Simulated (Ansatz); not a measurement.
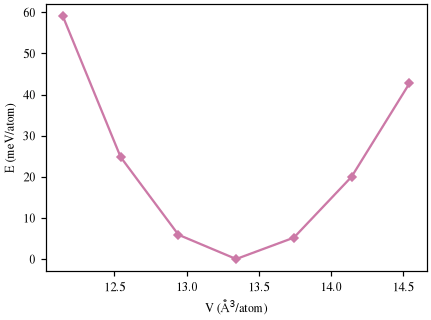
*Ti$_{2}$C in space group Fd-3m (No. 227; Ti on 32e, C on 16d) under volume change, the program Ansatz at the r²SCAN level (PAW), shape and atoms relaxed at each volume.*

What does a third-order Birch–Murnaghan fit give for V₀, B₀ and B′?

V₀ = 13.35 Å³/atom, B₀ = 147 GPa, B′ = 4.3.

The first step of the workflow began from a Materials Project structure, measured or hypothetical; the Crystallography Open Database copy checked does not list it. Its standing as an ambient phase is unchecked. The r²SCAN relaxation kept the symmetry of its start; of distortions, only those at the zone centre were tested. No spin polarisation was allowed.

Potentials: the later of the program's two PAW sets.
